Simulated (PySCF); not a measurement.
## Electronic structure of C₇H₁₆SSi in real space

Input

```
{"job": {"kind": "nmr", "xc": "PBE0", "basis": "pcSseg-1"}, "charge": 0, "multiplicity": 1}
C     -3.853924    -0.151347    -0.474449
C     -2.684971    -0.790146     0.263102
Si    -1.003930    -0.270937    -0.448708
C     -0.742743     1.610275    -0.369916
S      0.451666    -1.325622     0.747353
C      2.005425    -0.498568     0.310167
C      2.434677    -0.712651    -1.117021
C      2.315543     0.791888     1.005301
C      3.036731    -0.463737     1.396582
H     -4.803924    -0.488208    -0.063344
H     -3.829061    -0.411487    -1.529841
H     -3.814648     0.932118    -0.392570
H     -2.741923    -0.529327     1.321401
H     -2.778173    -1.875688     0.211897
H     -0.862618    -0.729869    -1.838637
H     -1.467439     2.123124    -0.994959
H     -0.853487     1.987745     0.643647
H      0.247102     1.890101    -0.717860
H      3.420966    -0.282718    -1.281610
H      1.731463    -0.246800    -1.806240
H      2.477308    -1.777586    -1.338229
H      2.855598     1.548133     0.453626
H      1.589063     1.187847     1.697506
H      2.787474    -0.914832     2.344107
H      4.072889    -0.577563     1.114953
```

Command:

```sh
OMP_NUM_THREADS=1 python probes_run.py task.json out
```

Geometry: GFN2-xTB.

Method: PySCF, PBE0/pcSseg-1, SCF density, gas phase, non-relativistic.

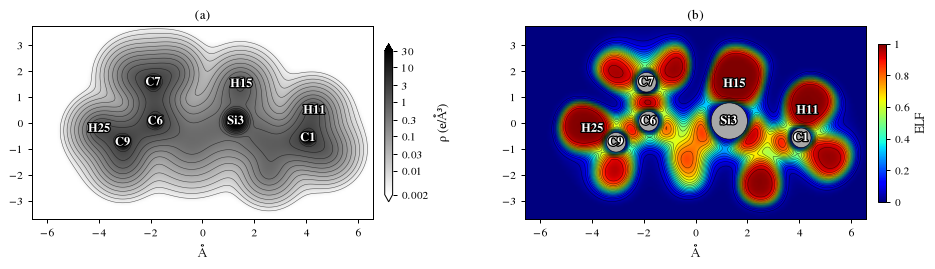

Figure 1. (a) electron density; (b) ELF on the plane of atoms C6, C9 and H25. Grey discs cover the atomic cores in the ELF map.

Q: What does the map show?

A: The section cuts through C, Si and H sites.
C–C (1.51 Å): ρ is about 1.7 e/Å³ halfway; the ELF peaks at about 0.95 between the atoms; a covalent bond.
C–H (1.09 Å): ρ at the midpoint is about 2 e/Å³; the ELF climbs to about 1 towards the hydrogen, as it does in any bond to H: a covalent bond by its length.
Si–H (1.47 Å): ρ at the midpoint is about 0.8 e/Å³; the ELF climbs to about 1 towards the hydrogen.
The ELF also peaks beside S5, away from the bonds: lone-pair regions.

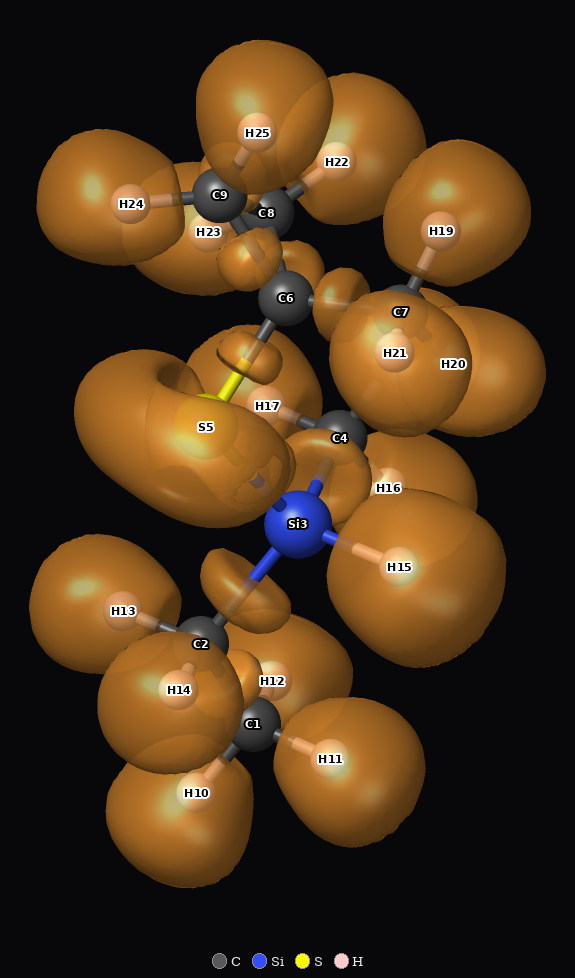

Figure 2. Isosurface of the ELF at 0.8 (orange), seen at an oblique angle. Core shells and regions of very low density are left out.

Q: Where are the electrons localised?

A: The ELF exceeds this value in five regions between bonded C–C atoms (shared pairs), one region between bonded C–S atoms (shared pairs), two regions between bonded C–Si atoms (shared pairs), 16 regions around hydrogen nuclei and one region on S in which the atom's valence shell and bonds are merged. Along the contacts the grid gives the following. C–C (1.50 Å): the ELF peaks at about 0.90 between the atoms; a covalent bond. C–S (1.81 Å): the ELF peaks at about 0.90 between the atoms; a shared electron pair.

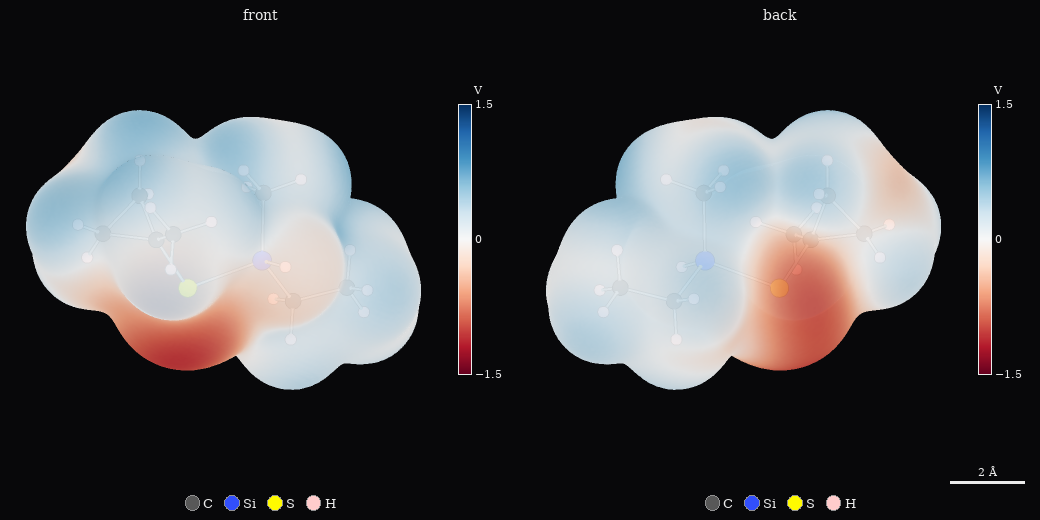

Figure 3. The molecular electrostatic potential painted on the density surface at 0.001 e/bohr³, seen from the front and from behind; red is negative and blue positive.

Q: Where is the surface potential most negative and most positive?

A: The most negative region (about −1.1 V) lies over S5, the most positive (about +0.6 V) over the H and Si atoms.
